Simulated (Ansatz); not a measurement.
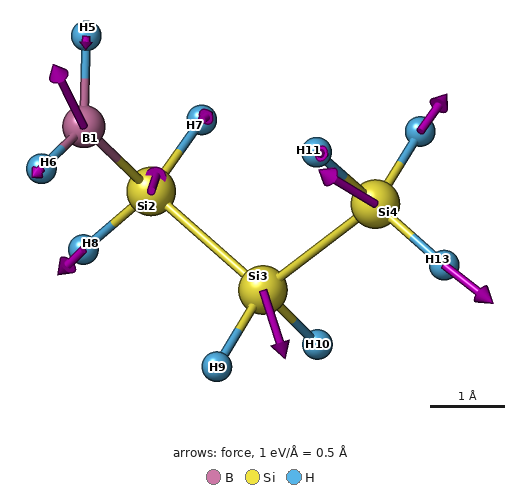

Starting geometry of BSi3H9 (coarse preliminary run) with the computed forces as purple arrows. A ball-and-stick model, seen from a free direction.

The start comes from a force field.

Method: RKS PBE-D4/def2-SVP (Ansatz). Set-up: force threshold 0.03 eV/Å; at most 200 steps.

> Is this structure relaxed? If not, where do the atoms go?

It isn't relaxed: the largest force vector, on the B atom, is 2.51 eV/Å. The final displacements have little in common with the starting forces (cosine between the two patterns 0.27). The largest move after the best rigid fit is that of an H atom, 0.74 Å. By element the largest moves are H 0.74 Å, Si 0.21 Å, B 0.09 Å. Near-neighbour distances that change, for instance: Si–Si 2.211 → 2.381 Å, Si–Si 2.239 → 2.353 Å, B–Si 1.875 → 1.987 Å, H–Si 1.415 → 1.506 Å. Bond angles that change, for instance: B–Si–Si 108.8° → 98.8°, B–Si–H 110.9° → 116.6°, H–Si–H 113.5° → 108.8°. Groups turn about B–Si by about 30°. Over 8 accepted moves (9 points after the start) the energy falls by 62.2 kJ/mol. The largest force component goes from 2.3 to 0.025 eV/Å. The line search rejected the trial step at point 4 of the run. The run took 13 s on 4 threads of Arm Neoverse V1, on a shared host.
